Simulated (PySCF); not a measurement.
# PBE0/ma-def2-TZVP run of CH6NPSi (SMILES C1NP[SiH2]1)

What is the vertical ionisation energy of CH6NPSi at PBE0/ma-def2-TZVP? 

Program for the calculation: PySCF 2.14.0.

### 1 The molecule

CH6NPSi: 10 atoms, total charge 0, spin state singlet. SMILES: `C1NP[SiH2]1`. Geometry: relaxed at PBE0-D4/def2-TZVP.

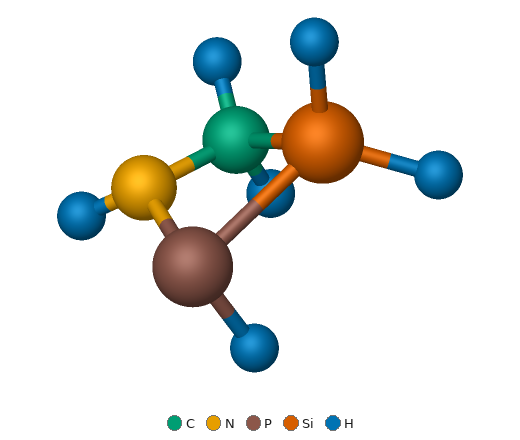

The structure, seen from a chosen angle (carbon teal, nitrogen amber, phosphorus brown, silicon orange, hydrogen blue).

### 2 A single-point energy at PBE0/ma-def2-TZVP

File calc.py:

```python
# C1NP[SiH2]1
from pyscf import gto, dft

system = gto.M(
    atom=[
    ('C', (-0.518900, 0.753700, -0.280300)),
    ('N', (0.388700, 0.867200, 0.865200)),
    ('P', (0.973900, -0.716000, 1.275900)),
    ('Si', (0.382300, -0.797300, -0.907400)),
    ('H', (-0.525900, 1.647300, -0.910700)),
    ('H', (-1.554200, 0.512400, 0.003600)),
    ('H', (0.126500, 1.500500, 1.609100)),
    ('H', (-0.253100, -1.393600, 1.631500)),
    ('H', (1.493100, -0.499900, -1.848100)),
    ('H', (-0.429200, -1.925500, -1.435800)),
],
    verbose=3,
    spin=0,
    basis='ma-def2-tzvp',
    max_memory=1860,
)

mf = dft.RKS(system, xc='pbe0')
mf.grids.level = 4
mf.conv_tol = 1e-10
mf.kernel()
if not mf.converged:
    mf = mf.newton().run(mf.mo_coeff, mf.mo_occ)

e_final = mf.e_tot
print('Final energy', e_final)
```

Launch:

```bash
$ OMP_NUM_THREADS=1 python calc.py
```

The program printed:

```text
converged SCF energy = -726.981297989801
Final energy -726.9812979898013
```

Run time: 45 s. Hardware: 1 thread of Arm Neoverse V2, shared host; peak memory 1.8 GiB.

### 3 The doublet cation at the same level

File run.py:

```python
from pyscf import gto, dft

mol = gto.Mole()
mol.atom = '''
C       -0.518900       0.753700      -0.280300
N        0.388700       0.867200       0.865200
P        0.973900      -0.716000       1.275900
Si       0.382300      -0.797300      -0.907400
H       -0.525900       1.647300      -0.910700
H       -1.554200       0.512400       0.003600
H        0.126500       1.500500       1.609100
H       -0.253100      -1.393600       1.631500
H        1.493100      -0.499900      -1.848100
H       -0.429200      -1.925500      -1.435800
'''
mol.max_memory = 1860
mol.verbose = 3
mol.spin = 1
mol.charge = 1
mol.basis = 'ma-def2-tzvp'
mol.build()

ks = dft.UKS(mol)
ks.xc = 'pbe0'
ks.conv_tol = 1e-10
ks.grids.level = 4
ks.kernel()
if not ks.converged:
    ks = ks.newton().run(ks.mo_coeff, ks.mo_occ)

e_final = ks.e_tot
print('E = %.10f Eh' % e_final)
```

Launch:

```bash
$ OMP_NUM_THREADS=1 python run.py
```

The program printed:

```text
WARN: HOMO -0.266283617654154 >= LUMO -0.266283617654156

converged SCF energy = -726.661701771308  <S^2> = 0.75976673  2S+1 = 2.009743
E = -726.6617017713 Eh
```

It took 2.1 min on 1 thread of Arm Neoverse V2, shared host; peak memory 1.8 GiB.

### 4 Results

At PBE0/ma-def2-TZVP:

| quantity | value |
| --- | --- |
| singlet CH6NPSi: total energy | -726.98130 Eh |
| singlet CH6NPSi: dipole moment | 1.74 D |
| singlet CH6NPSi: HOMO energy | -6.71 eV |
| singlet CH6NPSi: LUMO energy | -0.60 eV |
| singlet CH6NPSi: HOMO–LUMO gap | 6.11 eV |
| doublet cation: total energy | -726.66170 Eh |
| doublet cation: HOMO energy (highest over α and β) | -13.04 eV |
| doublet cation: LUMO energy (lowest over α and β) | -10.69 eV |
| doublet cation: ⟨S²⟩ | 0.760 |
| vertical ionisation energy (to the doublet cation) | 8.697 eV |

Removing an electron at fixed nuclei costs 8.70 eV (839 kJ/mol). −ε(HOMO) before ionisation, 6.71 eV, is 1.99 eV below this ionisation energy.
